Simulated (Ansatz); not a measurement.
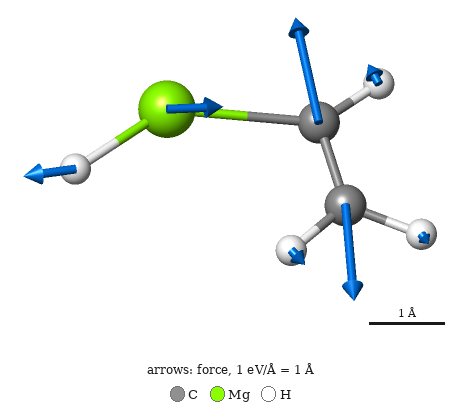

Starting geometry of C2H4Mg with the computed forces as blue arrows. Style: ball-and-stick. Shown at a tilt.

The run prepares an end point of a later path (torsion) calculation, from a guessed geometry.

All numbers below come from RKS B3LYP/6-31G (Ansatz 0.2.0). (no spin polarisation; force threshold 0.015 eV/Å; at most 40 steps)

Q: Is this structure relaxed? If not, where do the atoms go?

A: It isn't relaxed: the largest force vector, on a C atom, is 1.66 eV/Å. The final displacements have little in common with the starting forces (cosine between the two patterns 0.04). The energy falls by 6.70 kcal/mol in 10 geometry steps. The largest force component goes from 1.4 to 0.00077 eV/Å. The largest move after the best rigid fit is that of an H atom, 0.99 Å. By element the largest moves are H 0.99 Å, C 0.30 Å, Mg 0.28 Å. Some distances before and after: H–Mg 2.658 → 3.208 Å, H–Mg 1.656 → 1.721 Å, C–C 1.325 → 1.351 Å, C–H 1.090 → 1.097 Å. Bond angles that change, for instance: C–Mg–H 139.9° → 178.9°, C–C–Mg 105.0° → 123.9°, Mg–C–H 139.8° → 121.1°.
